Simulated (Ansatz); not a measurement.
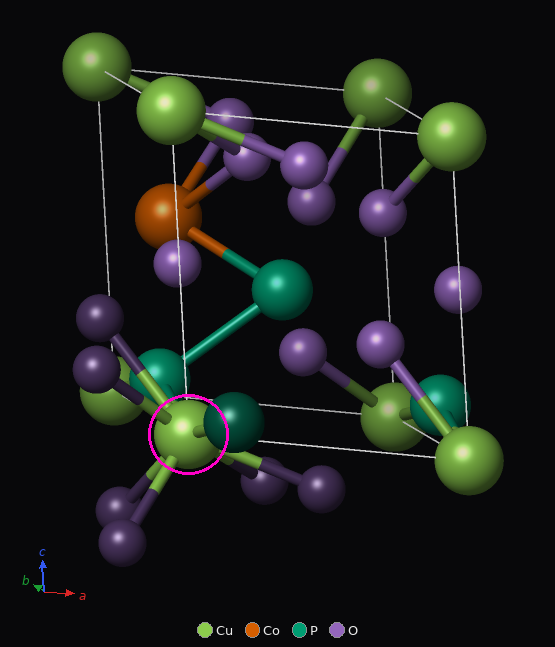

This ball-and-stick model is shown slightly off an axis. The outline marks the simulation cell. The neighbours of the ringed atom that lie outside the box are added in fainter colours.

The box has a = 4.73 Å, b = 4.94 Å, c = 5.29 Å, α = 77.35°, β = 97.21°, γ = 90.83°.

Question: Which compound is drawn?

Answer: CoCuP₂O₇. The cell holds 1 Co, 1 Cu, 2 P, 7 O, counting shared atoms by their share.

Question: What element is marked by the ring, and how is it coordinated?

Answer: It is the only copper atom in the cell, bonded to six O and two P (about 2.3 to 2.4 Å to O, 2.5 Å to P).

This is a made-up disordered cell, not relaxed. It was run through Ansatz as a DFT input.

At this level of theory the cell isn't at rest (forces up to 1.9 eV/Å), so its distances can differ from those at equilibrium, the more so the softer the solid.
